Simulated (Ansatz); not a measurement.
AlH2OS (doublet)

The calculation's input:

```
crystal:
  periodic: [false, false, false]
  atoms:
    - { symbol: O, position_ang: [-0.65842, -0.95029, 1.2973] }
    - { symbol: Al, position_ang: [-0.73758, -0.34175, -0.17758] }
    - { symbol: S, position_ang: [1.48686, 0.17201, -0.31071] }
    - { symbol: H, position_ang: [-1.46067, 0.03037, -1.45398] }
    - { symbol: H, position_ang: [1.36982, 1.08966, 0.64496] }
magnetization:
  spin_polarized: true
  initial_magnetization: 1
basis:
  gaussian: { orbitals: cc-pVDZ }
hamiltonian:
  xc: b3lyp
  dispersion: d4
relax:
  f_tol: 0.02
  max_steps: 50
output:
  orbitals: {}
```

Run with:

```sh
ansatz run input.yaml --threads 1 --pin off --max-ram 2048MiB --backend cpu --events-out ev --progress --plain --runs-dir out
```

The fields are those of the run's last geometry, not of the input's.

These are results of UKS B3LYP-D4/cc-pVDZ in Ansatz, not measurements.

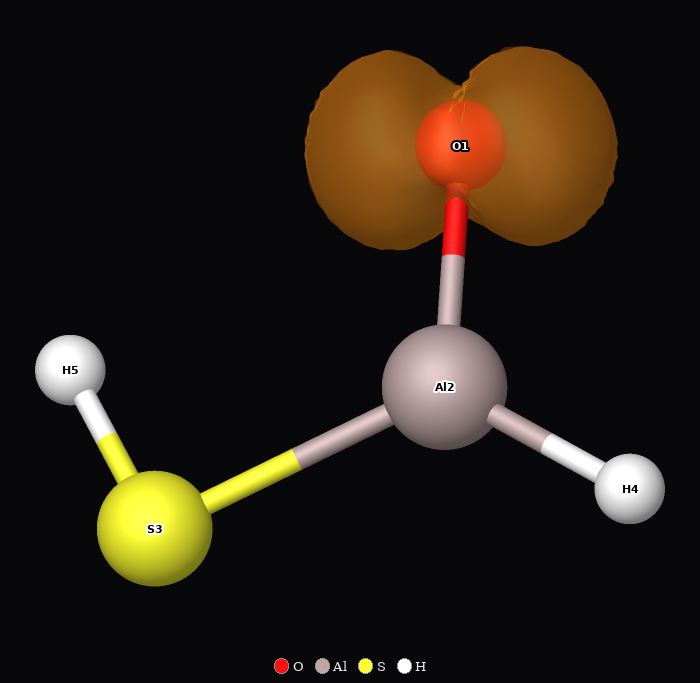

Figure 1. Isosurface of the spin density at +0.08 e/Å³ (orange), seen at a tilt.

> Describe the spin distribution.

The unpaired spin (1 electron) lies mostly on O1 (about 0.9), in electrons by Hirshfeld's partition.

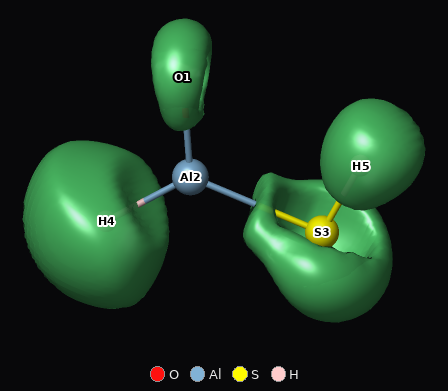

Figure 2. Isosurface of the ELF at 0.85 (green), seen at an oblique angle. Only the valence region is drawn (cores and ρ < 0.01 e/Å³ removed).

> Describe the localisation domains.

The ELF exceeds this value in two regions around hydrogen nuclei, one region on S in which the atom's valence shell and bonds are merged and one region wrapped around O (its valence shell).


Al–O (1.77 Å): the ELF peaks at about 0.90 in the valence shell of O, 0.6 Å from its nucleus, and is about 0.35 at the midpoint. Al–S (2.20 Å): the ELF peaks at about 0.90 in the valence shell of S, 1.0 Å from its nucleus, and is about 0.90 at the midpoint.

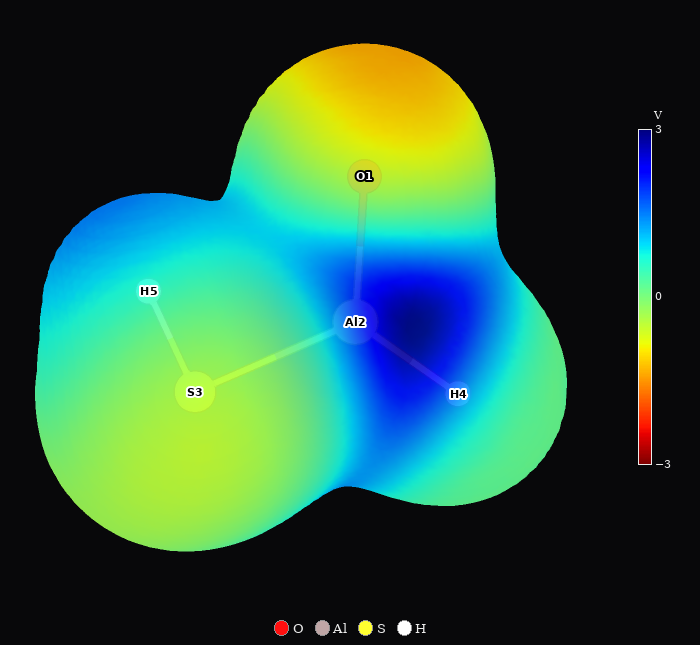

Figure 3. The electrostatic potential painted on the density surface at 0.002 e/bohr³, seen at a tilt; red is negative and blue positive.

> Where is the surface potential most negative and most positive?

The most negative region (about −1.4 V) lies over O1, the most positive (about +2.9 V) over Al2. O1 is the likeliest acceptor of a hydrogen bond.

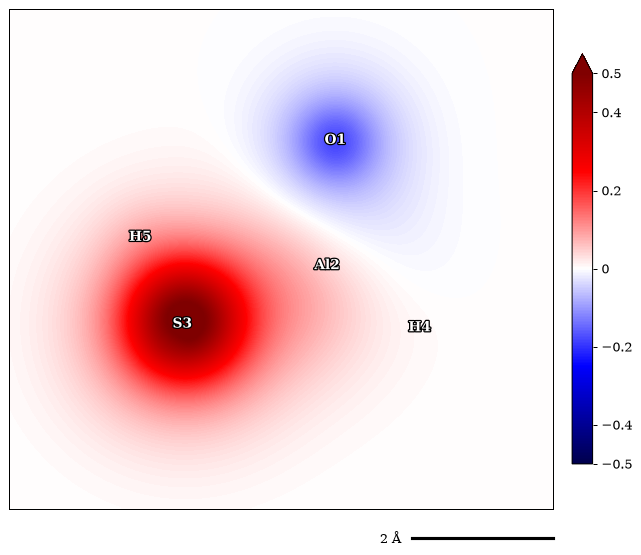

Figure 4. The HOMO (β) on a plane 0.8 Å above the molecular plane (values in Å⁻³ᐟ²; the overall sign is arbitrary).

> Where does this orbital lie, and at what energy?

It lies mainly on S3 (about 80 %) and O1 (about 10 %); it changes sign across the molecular plane (π type); π-antibonding (a node) across O1–Al2. Its energy is −7.57 eV.
